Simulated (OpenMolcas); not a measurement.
# Run report: In₂⁺, relativistic diatomic calculation (part 2 of 2)

Continued. System: In₂⁺. Method: SA-CASSCF(5,8)/XMS-CASPT2 + RASSI spin-orbit (X2C scalar, AMFI), ANO-RCC-VDZP (OpenMolcas).

**Log (extracts), continued**
```
++ Dipole transition strengths (spin-free states):
     for osc. strength at least  1.00000000E-05
      From   To        Osc. strength     Einstein coefficients Ax, Ay, Az (sec-1)    Total A (sec-1)
         1    3       1.59854174E-04  3.11775870E+03  3.71205554E-01  0.00000000E+00  3.11812991E+03
         1    4       1.59854174E-04  3.71205286E-01  3.11775870E+03  0.00000000E+00  3.11812991E+03
         1    2       4.73140331E-01  0.00000000E+00  0.00000000E+00  1.91188268E+08  1.91188268E+08
         3    5       2.08797901E-02  0.00000000E+00  0.00000000E+00  1.06630300E+06  1.06630300E+06
         3    6       1.47928082E-01  0.00000000E+00  0.00000000E+00  7.55448966E+06  7.55448966E+06
         4    5       1.47928082E-01  0.00000000E+00  0.00000000E+00  7.55448966E+06  7.55448966E+06
         4    6       2.08797901E-02  0.00000000E+00  0.00000000E+00  1.06630300E+06  1.06630300E+06
         5    2       1.56156980E-03  1.32757621E+04  1.00586087E+05  0.00000000E+00  1.13861849E+05
         6    2       1.56156979E-03  1.00586087E+05  1.32757621E+04  0.00000000E+00  1.13861849E+05
         7    9       1.12278603E-03  0.00000000E+00  0.00000000E+00  8.01640990E+03  8.01640990E+03
         7   10       1.34813248E-02  0.00000000E+00  0.00000000E+00  9.62532791E+04  9.62532791E+04
         7   11       4.00161175E-04  4.17733393E-01  7.19553665E+03  0.00000000E+00  7.19595438E+03
         8    9       1.34813436E-02  0.00000000E+00  0.00000000E+00  9.62534038E+04  9.62534038E+04
         8   10       1.12278853E-03  0.00000000E+00  0.00000000E+00  8.01642864E+03  8.01642864E+03
         8   11       4.00161269E-04  7.19553835E+03  4.17734012E-01  0.00000000E+00  7.19595608E+03
         9   12       5.56788354E-04  7.85397420E+03  6.17313541E+02  0.00000000E+00  8.47128774E+03
        10   12       5.56788383E-04  6.17313403E+02  7.85397417E+03  0.00000000E+00  8.47128757E+03
        11   12       3.18135858E-02  0.00000000E+00  0.00000000E+00  1.73012459E+05  1.73012459E+05
 Electric-quadrupole - electric-quadrupole not included
 Electric-dipole - electric-octupole not included
 Electric-dipole - magnetic-quadrupole not included
   Eigenvalues of complex Hamiltonian:
  (Shifted by EMIN (a.u.) =     -11756.9932280455)
 SO State       Relative EMIN(au)   Rel lowest level(eV)    D:o, cm**(-1)      Omega
     1            -0.0004167916        0.0000000000              0.0000         0.5
     2            -0.0004167916        0.0000000000              0.0000         0.5
     3             0.0209969739        0.5826982457           4699.7783         0.5
     4             0.0209969739        0.5826982457           4699.7783         0.5
     5             0.0280440399        0.7744586803           6246.4305         1.5
     6             0.0280440399        0.7744586803           6246.4305         1.5
     7             0.0610542621        1.6727125860          13491.3369         0.5
     8             0.0610542621        1.6727125860          13491.3369         0.5
     9             0.0683697095        1.8717760507          15096.8920         1.5
    10             0.0683697095        1.8717760507          15096.8920         1.5
    11             0.1123353937        3.0681432649          24746.2443         0.5
    12             0.1123353937        3.0681432649          24746.2443         0.5
    13             0.1566188153        4.2731565561          34465.3320         0.5
    14             0.1566188153        4.2731565561          34465.3320         0.5
    15             0.1592867898        4.3457558403          35050.8847         0.5
    16             0.1592867898        4.3457558403          35050.8847         0.5
    17             0.1620197737        4.4201241209          35650.7053         1.5
    18             0.1620197737        4.4201241209          35650.7053         1.5
    19             0.1648839993        4.4980636681          36279.3301         2.5
    20             0.1648839993        4.4980636681          36279.3301         2.5
    21             0.1711360426        4.6681904349          37651.4951         0.5
    22             0.1711360426        4.6681904349          37651.4951         0.5
    23             0.1739717913        4.7453550879          38273.8700         0.5
    24             0.1739717913        4.7453550879          38273.8700         0.5
    25             0.1768782678        4.8244443410          38911.7678         1.5
    26             0.1768782678        4.8244443410          38911.7678         1.5
    27             0.1801547761        4.9136026743          39630.8783         2.5
    28             0.1801547761        4.9136026743          39630.8783         2.5
    29             0.1848091628        5.0402549895          40652.3981         1.5
    30             0.1848091628        5.0402549895          40652.3981         1.5
    31             0.1849843147        5.0450211159          40690.8395         0.5
    32             0.1849843147        5.0450211159          40690.8395         0.5
    33             0.1976519853        5.3897259921          43471.0718         1.5
    34             0.1976519853        5.3897259921          43471.0718         1.5
    35             0.1978252213        5.3944399843          43509.0927         0.5
    36             0.1978252213        5.3944399843          43509.0927         0.5
 Weights of the five most important spin-orbit-free states for each spin-orbit state.
 SO State  Total energy (au)           Spin-free states, spin, and weights
    1        -0.000417       1 0.5  0.9932    5 0.5  0.0034    6 0.5  0.0034    8 1.5  0.0000    7 1.5  0.0000
    2        -0.000417       1 0.5  0.9932    5 0.5  0.0034    6 0.5  0.0034    8 1.5  0.0000    7 1.5  0.0000
    3         0.020997       3 0.5  0.4987    4 0.5  0.4987    2 0.5  0.0026   11 1.5  0.0000    9 1.5  0.0000
    4         0.020997       3 0.5  0.4987    4 0.5  0.4987    2 0.5  0.0026   11 1.5  0.0000    9 1.5  0.0000
    5         0.028044       3 0.5  0.5000    4 0.5  0.5000   11 1.5  0.0000    9 1.5  0.0000   10 1.5  0.0000
    6         0.028044       3 0.5  0.5000    4 0.5  0.5000   11 1.5  0.0000    9 1.5  0.0000   10 1.5  0.0000
    7         0.061054       6 0.5  0.4966    5 0.5  0.4966    1 0.5  0.0067    8 1.5  0.0000    7 1.5  0.0000
    8         0.061054       6 0.5  0.4966    5 0.5  0.4966    1 0.5  0.0067    8 1.5  0.0000    7 1.5  0.0000
    9         0.068370       5 0.5  0.5000    6 0.5  0.5000   12 1.5  0.0000    8 1.5  0.0000    7 1.5  0.0000
   10         0.068370       5 0.5  0.5000    6 0.5  0.5000   12 1.5  0.0000    8 1.5  0.0000    7 1.5  0.0000
   11         0.112335       2 0.5  0.9966    4 0.5  0.0013    3 0.5  0.0013    9 1.5  0.0004   10 1.5  0.0004
   12         0.112335       2 0.5  0.9966    4 0.5  0.0013    3 0.5  0.0013    9 1.5  0.0004   10 1.5  0.0004
   13         0.156619       7 1.5  0.4981    8 1.5  0.4981   12 1.5  0.0038    1 0.5  0.0000    6 0.5  0.0000
   14         0.156619       7 1.5  0.4981    8 1.5  0.4981   12 1.5  0.0038    1 0.5  0.0000    6 0.5  0.0000
   15         0.159287       7 1.5  0.4977    8 1.5  0.4977   12 1.5  0.0045    6 0.5  0.0000    5 0.5  0.0000
   16         0.159287       7 1.5  0.4977    8 1.5  0.4977   12 1.5  0.0045    6 0.5  0.0000    5 0.5  0.0000
   17         0.162020       8 1.5  0.4978    7 1.5  0.4978   12 1.5  0.0045    6 0.5  0.0000    5 0.5  0.0000
   18         0.162020       8 1.5  0.4978    7 1.5  0.4978   12 1.5  0.0045    6 0.5  0.0000    5 0.5  0.0000
   19         0.164884       8 1.5  0.5000    7 1.5  0.5000   12 1.5  0.0000    1 0.5  0.0000    9 1.5  0.0000
   20         0.164884       8 1.5  0.5000    7 1.5  0.5000   12 1.5  0.0000    1 0.5  0.0000    9 1.5  0.0000
   21         0.171136       9 1.5  0.4916   10 1.5  0.4916   11 1.5  0.0162    2 0.5  0.0005    3 0.5  0.0000
   22         0.171136       9 1.5  0.4916   10 1.5  0.4916   11 1.5  0.0162    2 0.5  0.0005    3 0.5  0.0000
   23         0.173972       9 1.5  0.4875   10 1.5  0.4875   11 1.5  0.0249    2 0.5  0.0001    3 0.5  0.0000
   24         0.173972       9 1.5  0.4875   10 1.5  0.4875   11 1.5  0.0249    2 0.5  0.0001    3 0.5  0.0000
   25         0.176878      10 1.5  0.4794    9 1.5  0.4794   11 1.5  0.0413    3 0.5  0.0000    4 0.5  0.0000
   26         0.176878      10 1.5  0.4794    9 1.5  0.4794   11 1.5  0.0413    3 0.5  0.0000    4 0.5  0.0000
   27         0.180155      10 1.5  0.5000    9 1.5  0.5000   11 1.5  0.0000    2 0.5  0.0000    4 0.5  0.0000
   28         0.180155      10 1.5  0.5000    9 1.5  0.5000   11 1.5  0.0000    2 0.5  0.0000    3 0.5  0.0000
   29         0.184809      11 1.5  0.9587    9 1.5  0.0206   10 1.5  0.0206    3 0.5  0.0000    4 0.5  0.0000
   30         0.184809      11 1.5  0.9587    9 1.5  0.0206   10 1.5  0.0206    3 0.5  0.0000    4 0.5  0.0000
   31         0.184984      11 1.5  0.9589   10 1.5  0.0205    9 1.5  0.0205    2 0.5  0.0001    4 0.5  0.0000
   32         0.184984      11 1.5  0.9589   10 1.5  0.0205    9 1.5  0.0205    2 0.5  0.0001    4 0.5  0.0000
   33         0.197652      12 1.5  0.9955    8 1.5  0.0022    7 1.5  0.0022    6 0.5  0.0000    5 0.5  0.0000
   34         0.197652      12 1.5  0.9955    8 1.5  0.0022    7 1.5  0.0022    6 0.5  0.0000    5 0.5  0.0000
   35         0.197825      12 1.5  0.9916    7 1.5  0.0042    8 1.5  0.0042    1 0.5  0.0000    5 0.5  0.0000
   36         0.197825      12 1.5  0.9916    7 1.5  0.0042    8 1.5  0.0042    1 0.5  0.0000    5 0.5  0.0000
++ Dipole transition strengths (SO states):
        for osc. strength at least   1.00000000E-05
      From   To        Osc. strength     Einstein coefficients Ax, Ay, Az (sec-1)    Total A (sec-1)
         1    3       1.35042840E-04  9.94806325E+02  9.94806326E+02  0.00000000E+00  1.98961265E+03
         1    4       1.59576321E-03  0.00000000E+00  0.00000000E+00  2.35106923E+04  2.35106923E+04
         1    5       1.83399577E-04  2.38657116E+03  2.38657116E+03  0.00000000E+00  4.77314231E+03
         1   11       4.66975440E-01  0.00000000E+00  0.00000000E+00  1.90745745E+08  1.90745745E+08
         1   12       4.04039463E-05  8.25191240E+03  8.25191240E+03  0.00000000E+00  1.65038248E+04
         1   21       3.20939002E-04  0.00000000E+00  0.00000000E+00  3.03479371E+05  3.03479371E+05
         1   24       5.02593900E-05  0.00000000E+00  0.00000000E+00  4.91093508E+04  4.91093508E+04
         1   31       1.42690799E-04  0.00000000E+00  0.00000000E+00  1.57591030E+05  1.57591030E+05
         2    3       1.59576321E-03  0.00000000E+00  0.00000000E+00  2.35106923E+04  2.35106923E+04
         2    4       1.35042840E-04  9.94806325E+02  9.94806326E+02  0.00000000E+00  1.98961265E+03
         2    6       1.83399577E-04  2.38657116E+03  2.38657116E+03  0.00000000E+00  4.77314231E+03
         2   11       4.04039463E-05  8.25191240E+03  8.25191240E+03  0.00000000E+00  1.65038248E+04
         2   12       4.66975440E-01  0.00000000E+00  0.00000000E+00  1.90745745E+08  1.90745745E+08
         2   22       3.20939002E-04  0.00000000E+00  0.00000000E+00  3.03479371E+05  3.03479371E+05
         2   23       5.02593900E-05  0.00000000E+00  0.00000000E+00  4.91093508E+04  4.91093508E+04
         2   32       1.42690799E-04  0.00000000E+00  0.00000000E+00  1.57591030E+05  1.57591030E+05
         3    7       1.66621129E-01  0.00000000E+00  0.00000000E+00  8.59021524E+06  8.59021524E+06
         4    8       1.66621129E-01  0.00000000E+00  0.00000000E+00  8.59021524E+06  8.59021524E+06
         5    9       1.70742021E-01  0.00000000E+00  0.00000000E+00  8.92101924E+06  8.92101924E+06
         5   33       1.43835892E-05  0.00000000E+00  0.00000000E+00  1.32944550E+04  1.32944550E+04
         6   10       1.70742021E-01  0.00000000E+00  0.00000000E+00  8.92101924E+06  8.92101924E+06
         6   34       1.43835892E-05  0.00000000E+00  0.00000000E+00  1.32944550E+04  1.32944550E+04
         7   11       1.65782674E-03  7.00382407E+04  7.00382407E+04  0.00000000E+00  1.40076481E+05
         7   12       3.81779535E-03  0.00000000E+00  0.00000000E+00  3.22580958E+05  3.22580958E+05
         8   11       3.81779535E-03  0.00000000E+00  0.00000000E+00  3.22580958E+05  3.22580958E+05
         8   12       1.65782674E-03  7.00382407E+04  7.00382407E+04  0.00000000E+00  1.40076481E+05
         9   11       1.43648067E-03  4.46075474E+04  4.46075474E+04  0.00000000E+00  8.92150948E+04
        10   12       1.43648067E-03  4.46075474E+04  4.46075474E+04  0.00000000E+00  8.92150948E+04
        11   13       1.16132592E-05  0.00000000E+00  0.00000000E+00  7.31724075E+02  7.31724075E+02
        11   35       2.57135333E-05  0.00000000E+00  0.00000000E+00  6.03811698E+03  6.03811698E+03
        12   14       1.16132592E-05  0.00000000E+00  0.00000000E+00  7.31724
```

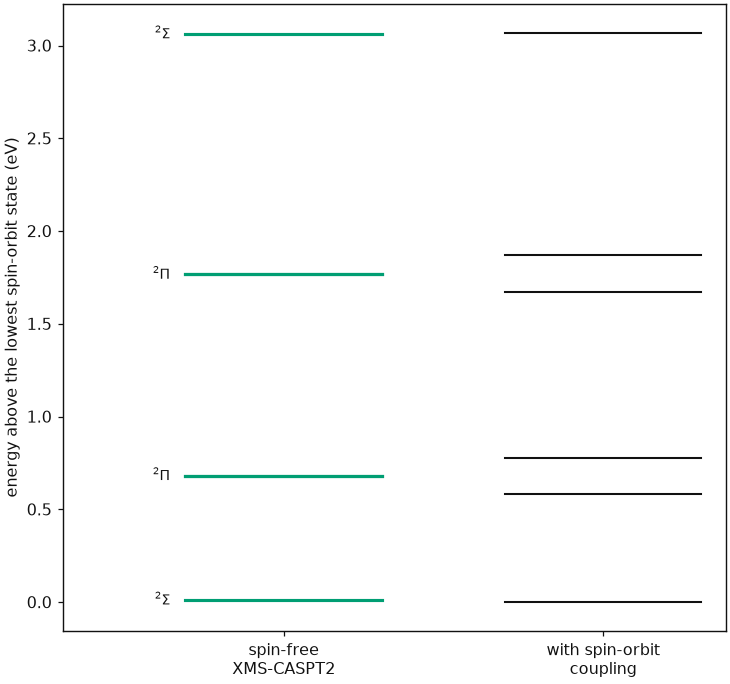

Fig. 2: States up to 3.5 eV at 3.602 Å, without spin-orbit coupling (left, a colour for each spin multiplicity) and with it (right, where close levels merge). The spin-free states run ²Σ (0.00 eV), ²Π (0.67 eV), ²Π (1.76 eV), ²Σ (3.05 eV) from the lowest. The lowest spin-orbit levels have |Ω| = 1/2 (0 cm⁻¹), 1/2 (4,700 cm⁻¹), 3/2 (6,246 cm⁻¹), 1/2 (13,491 cm⁻¹), 3/2 (15,097 cm⁻¹).

**Key numbers**

| quantity | value |
| --- | --- |
| outcome | converged |
| lowest spin-free state | ²Σ |
| lowest spin-orbit level | Ω = 1/2, −11756.99364 hartree |
| next level | Ω = 1/2, 4,700 cm⁻¹ |
| wall time | 34 s |
| peak memory | 0.33 GiB |
